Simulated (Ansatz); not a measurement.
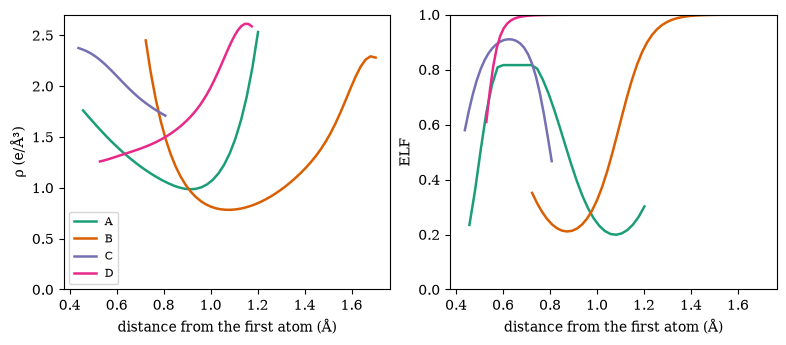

CH$_{3}$BSn. Electron density and ELF along straight lines between neighbouring atoms. The curves leave out the atomic cores.

Geometry: PBE0-D4/def2-TZVP; core potentials replace the inner electrons of Sn.

All numbers below come from RKS PBE0-D4/def2-TZVPP in Ansatz 0.2.0.

Input file:

```
crystal:
  periodic: [false, false, false]
  atoms:
    - {symbol: B, position_ang: [-0.448246, 0.386900, 2.061067]}
    - {symbol: C, position_ang: [-0.345071, 0.359700, 0.720338]}
    - {symbol: Sn, position_ang: [-0.189953, 0.327487, -1.195709]}
    - {symbol: H, position_ang: [-1.298017, -0.425879, -2.245628]}
    - {symbol: H, position_ang: [1.074934, 1.048087, -2.078087]}
    - {symbol: H, position_ang: [-0.538871, 0.410145, 3.232167]}
basis:
  gaussian: {orbitals: def2-TZVPP}
hamiltonian: {xc: pbe0, dispersion: d4}
output: {orbitals: {seedname: orbitals}}
```

Launched as:

```sh
ansatz run in.yaml --threads 2 --pin off --events-out ev --progress --plain --max-ram 4352MiB
```

Question: Which curve belongs to which contact (B–H, C–B, C–Sn and Sn–H)? The first atom named is at distance zero.

Answer: Curve A: C–Sn (1.92 Å): ρ at the midpoint is about 1 e/Å³; the ELF peaks at about 0.80 in the valence shell of C, 0.6 Å from its nucleus, and drops to about 0.20 between the two atoms. Curve B: Sn–H (1.70 Å): ρ at the midpoint is about 1.2 e/Å³; the ELF climbs to about 1 towards the hydrogen. Curve C: C–B (1.34 Å): the density is about 1.9 e/Å³ at the midpoint; the ELF peaks at about 0.90 between the atoms (a covalent bond). Curve D: B–H (1.17 Å): ρ is about 1.3 e/Å³ halfway; the ELF climbs to about 1 towards the hydrogen; a covalent bond by its length.
